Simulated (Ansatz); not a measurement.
## Pressure series in ScAl3

Consider ScAl$_{3}$ in the Cu3Au type structure (space group Pm-3m, No. 221; a = 4.072 Å).

Cell and atoms are relaxed at each pressure.

Calculations: PBEsol (Ansatz, a first-principles code, PAW, scalar-relativistic without spin-orbit coupling).

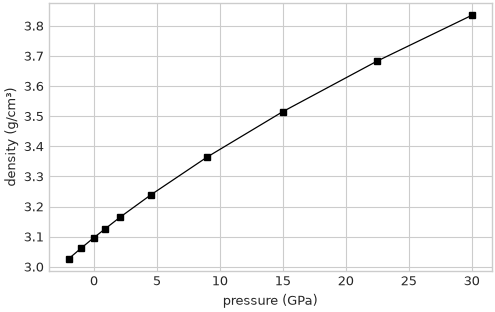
*Density against pressure*

```json
[
 {"pressure (GPa)": "-2", "density": "3.03 g/cm³"},
 {"pressure (GPa)": "-1", "density": "3.06 g/cm³"},
 {"pressure (GPa)": "0.9", "density": "3.13 g/cm³"},
 {"pressure (GPa)": "2.1", "density": "3.17 g/cm³"},
 {"pressure (GPa)": "4.5", "density": "3.24 g/cm³"},
 {"pressure (GPa)": "9", "density": "3.36 g/cm³"},
 {"pressure (GPa)": "15", "density": "3.52 g/cm³"},
 {"pressure (GPa)": "22.5", "density": "3.68 g/cm³"},
 {"pressure (GPa)": "30", "density": "3.83 g/cm³"}
]
```

Load acts through the strain it causes; cell and atoms are relaxed under it. Stability against distortions was not tested. Competing high-pressure phases were not computed. All final runs are without spin polarisation.
